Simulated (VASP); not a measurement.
Given:

```
CELL_PARAMETERS angstrom
     -1.97527     1.97527     4.34323
      1.97527    -1.97527     4.34323
      1.97527     1.97527    -4.34323
ATOMIC_POSITIONS crystal
  Sc 0.00000 0.00000 0.00000
  Al 0.75000 0.25000 0.50000
  Al 0.25000 0.75000 0.50000
  Al 0.50000 0.50000 0.00000
```

All values below come from LDA (Ceperley-Alder, Perdew-Zunger), VASP's LDA PAW potentials (set 64) (plane waves; VASP). Settings: 400 eV cut-off, 12×12×12 Γ-centred mesh, tetrahedra with Blöchl corrections, potentials Sc_sv Al.

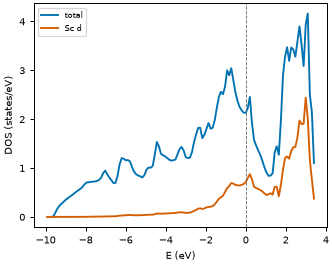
Fig. 1. Total and projected density of states, zero at the Fermi level

Within 2 eV below the Fermi level the largest weight inside VASP's projection spheres is Sc d, then Al p.

It has no gap at this level: it comes out as a metal or semimetal.

The structure comes from a computed database's ScAl3 entry (I4/mmm); how it stands against other phases isn't given here. It was relaxed first, which changed the volume by -5 %.
